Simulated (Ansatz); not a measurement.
A series of calculations on C2H10NPSi

## 1. Relaxation

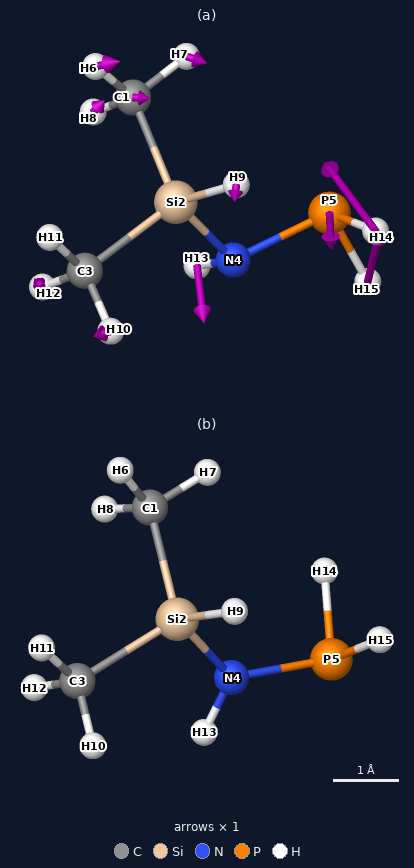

The structure of C$_{2}$H$_{10}$NPSi before (top) and after (bottom) a relaxation, at one scale. The purple arrows give the displacements, at their true length.

A ball-and-stick model, seen at a tilt.

The run prepares an end point of a later path (inversion) calculation, from a guessed geometry.

Computed with RKS CAM-B3LYP/6-31G* in Ansatz 0.2.0. Settings: no spin polarisation; force threshold 0.015 eV/Å; at most 40 steps.

> Describe what moved and what it gained.

The energy falls by 21.3 kcal/mol in 31 accepted moves (32 points after the start). Largest force component: 3.2 eV/Å at the start, 0.0061 eV/Å at the end. The line search rejected the trial step at point 11 of the run. The largest move after the best rigid fit is that of H14, 2.31 Å. Largest moves by element: H 2.31 Å, P 0.67 Å, C 0.27 Å, N 0.15 Å, Si 0.14 Å. Near-neighbour distances that change, for instance: N4–H13 1.118 → 1.011 Å, C1–H6 1.020 → 1.096 Å, Si2–N4 1.683 → 1.746 Å, C3–H12 1.040 → 1.095 Å. Among the angles between lasting bonds that change: Si2–N4–P5 113.3° → 129.0°, Si2–N4–H13 110.3° → 118.1°, P5–N4–H13 105.3° → 112.7°.

## 2. Relaxation

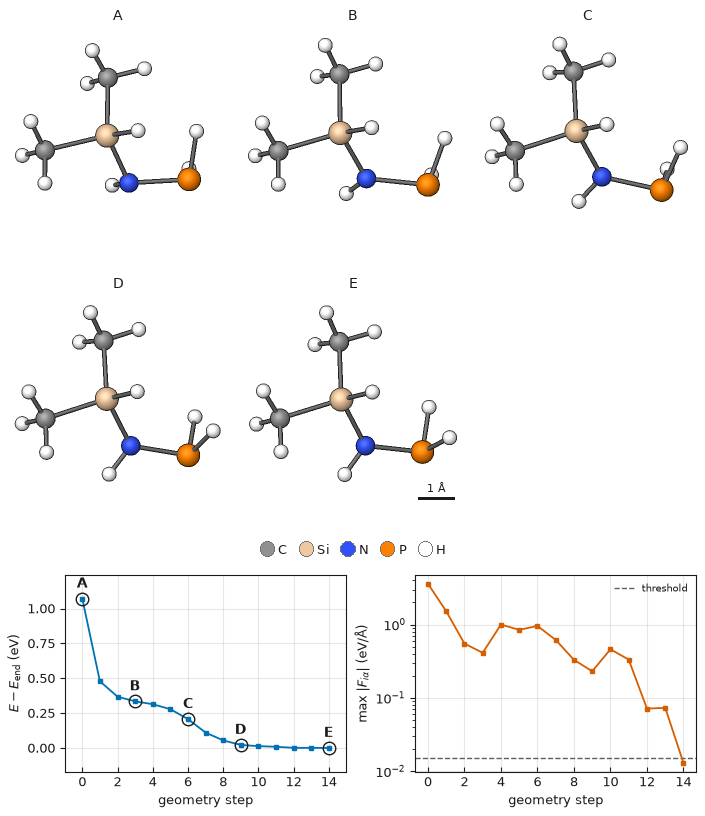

Frames of a relaxation of C2H10NPSi, marked on the history of the run. A ball-and-stick model, seen at a tilt.

The run prepares an end point of a later path (inversion) calculation, from a guessed geometry.

All numbers below come from RKS CAM-B3LYP/6-31G* in Ansatz.

Input
```yaml
crystal:
  periodic: [false, false, false]
  atoms:
    - { symbol: C, position_ang: [-0.7531, -1.6984, 0.0513] }
    - { symbol: Si, position_ang: [0.3732, -0.2214, 0.0538] }
    - { symbol: C, position_ang: [1.3446, -0.1905, -1.5269] }
    - { symbol: "N", position_ang: [-0.3763, 1.2772, 0.2085] }
    - { symbol: P, position_ang: [-1.0955, 1.52, 1.7447] }
    - { symbol: H, position_ang: [-0.2632, -2.5796, -0.1052] }
    - { symbol: H, position_ang: [-1.3291, -1.7275, 0.9837] }
    - { symbol: H, position_ang: [-1.4901, -1.541, -0.7797] }
    - { symbol: H, position_ang: [1.3189, -0.3391, 1.2382] }
    - { symbol: H, position_ang: [2.0928, 0.6393, -1.4869] }
    - { symbol: H, position_ang: [1.9344, -1.1204, -1.6074] }
    - { symbol: H, position_ang: [0.7521, -0.0725, -2.3735] }
    - { symbol: H, position_ang: [-1.2134, 1.3694, -0.5261] }
    - { symbol: H, position_ang: [-0.99405, 0.19757, 2.24239] }
    - { symbol: H, position_ang: [-2.45336, 1.37776, 1.39856] }
basis:
  gaussian: { orbitals: "6-31G*" }
hamiltonian:
  xc: cam_b3lyp
relax:
  f_tol: 0.015
  max_steps: 40
```

Command:
```bash
ansatz run input.yaml --threads 2 --pin off --max-ram 3072MiB --backend cpu --events-out ev --progress --plain --runs-dir out
```

> Describe the path.

The largest move after the best rigid fit is that of H14, 1.22 Å. Largest moves by element: H 1.22 Å, P 0.51 Å, N 0.23 Å, C 0.18 Å, Si 0.13 Å. Near-neighbour distances that change, for instance: N4–H13 1.118 → 1.011 Å, C1–H6 1.020 → 1.095 Å, Si2–N4 1.683 → 1.746 Å, C3–H12 1.040 → 1.095 Å. Bond angles that change, for instance: Si2–N4–P5 113.3° → 129.1°, Si2–N4–H13 110.3° → 118.1°, P5–N4–H13 105.3° → 112.7°. The energy falls by 1.071 eV in 14 geometry steps. The largest force component goes from 3.6 to 0.013 eV/Å. From step 0 to 3: H14 moves most (0.43 Å), energy −0.737 eV. From step 3 to 6: H13 moves most (0.36 Å), energy −0.127 eV. From step 6 to 9: H15 moves most (0.60 Å), energy −0.185 eV. From step 9 to 14: H15 moves most (0.32 Å), energy −0.022 eV.

| step | E − E(0), eV | largest force component, eV/Å |
| --- | --- | --- |
| 0 | 0.0000 | 3.5987 |
| 1 | -0.5928 | 1.5186 |
| 2 | -0.7032 | 0.5500 |
| 3 | -0.7367 | 0.4115 |
| 4 | -0.7570 | 0.9995 |
| 5 | -0.7929 | 0.8467 |
| 6 | -0.8639 | 0.9560 |
| 7 | -0.9607 | 0.6172 |
| 8 | -1.0167 | 0.3303 |
| 9 | -1.0493 | 0.2306 |
| 10 | -1.0578 | 0.4601 |
| 11 | -1.0622 | 0.3319 |
| 12 | -1.0699 | 0.0714 |
| 13 | -1.0704 | 0.0733 |
| 14 | -1.0708 | 0.0130 |

## 3. Path

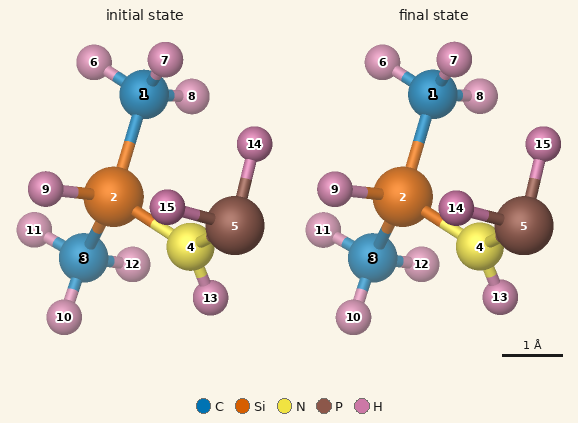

The two relaxed end points of a path for C₂H₁₀NPSi. A ball-and-stick model, seen from a free direction.

All numbers below come from RKS CAM-B3LYP/6-31G* (Ansatz 0.2.0).

Set-up: 5 movable images; climbing image; force threshold 0.05 eV/Å; iteration limit 60.

Start:
```xyz
15

C    -0.5318   -1.6243    0.3703
Si    0.4733   -0.0862   -0.0063
C     1.1770   -0.1487   -1.7447
N    -0.4929    1.3627    0.1202
P    -1.2402    2.0446    1.5056
H     0.1044   -2.5161    0.3594
H    -0.9996   -1.5682    1.3583
H    -1.3281   -1.7676   -0.3672
H     1.5804   -0.0084    0.9901
H     1.7865    0.7333   -1.9650
H     1.8139   -1.0301   -1.8722
H     0.3819   -0.2075   -2.4956
H    -0.5952    1.9403   -0.7031
H    -1.9536    0.9215    2.0138
H    -0.1979    1.9040    2.4659
```

End:
```xyz
15

C    -0.5319   -1.6274    0.3674
Si    0.4714   -0.0873   -0.0058
C     1.1766   -0.1478   -1.7437
N    -0.4975    1.3597    0.1202
P    -1.2361    2.0485    1.5066
H     0.1064   -2.5177    0.3617
H    -1.0050   -1.5708    1.3528
H    -1.3236   -1.7744   -0.3740
H     1.5758   -0.0078    0.9935
H     1.7862    0.7343   -1.9630
H     1.8135   -1.0291   -1.8715
H     0.3820   -0.2061   -2.4951
H    -0.6044    1.9341   -0.7052
H    -0.1880    1.9124    2.4607
H    -1.9473    0.9287    2.0247
```

Predict the minimum-energy path and its barrier.

The two ends have the same energy, and the highest point, image 4, lies 0.31 eV above the start. The motion is an umbrella inversion at P5. No bond forms or breaks between the ends. Bond angles that change up to the highest image, for instance: N4–P5–H15 100.7° → 98.1°, N4–P5–H14 101.1° → 98.6°. The band converged in 35 iterations, with a climbing image at the top.

Energies of the converged images:

```
image  path (Å)  E (eV)
    0      0.00   0.000
    1      1.42   0.141
    2      2.84   0.172
    3      4.25   0.267
    4      5.68   0.305
    5      7.05   0.095
    6      8.42   0.000
```

The geometry at the top of the path:

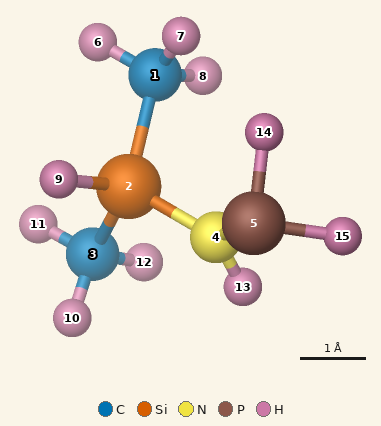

The run took 12 min on 2 threads of Arm Neoverse V1, with other jobs on the host, peak memory 0.3 GiB.
